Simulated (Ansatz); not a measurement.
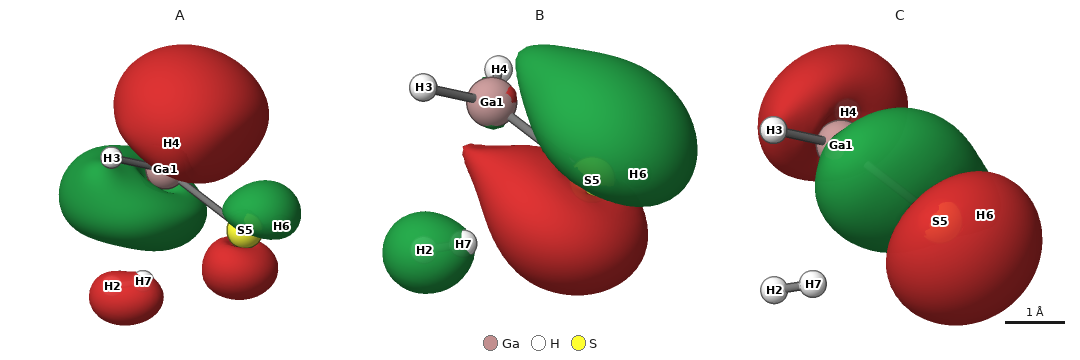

*GaH3S···H2. Three frontier orbitals at ±0.08 Å⁻³ᐟ² (green and red are the two phases), in no order.*

Not at a stationary point (largest force 2.0 eV/Å).

All numbers below come from RKS PBE-D4/def2-SVP in Ansatz 0.2.0.

```xyz
7

Ga    0.0629   -0.5433   -0.4205
H    -0.0144    0.0040    2.2935
H     1.3890    0.2926   -0.5009
H    -1.3908   -0.1009   -0.8169
S     0.3482   -2.6504    0.3388
H    -0.9587   -3.0105    0.1873
H     0.0643   -0.6565    2.0026
```

### Order the three orbitals by energy and name them.

C is the HOMO−1 (−7.19 eV). By Hirshfeld shares it lies mainly on S5 (about 60 %), Ga1 (about 20 %) and H4 (about 15 %). B is the HOMO (−6.16 eV). Its weight (Hirshfeld) is mainly on S5 (about 80 %) and Ga1 (about 10 %); largely a lone pair of S5. A is the LUMO (−2.00 eV). It lies mainly on Ga1 (about 70 %) and S5 (about 10 %).

### What is the HOMO–LUMO gap?

4.16 eV between the orbital energies.
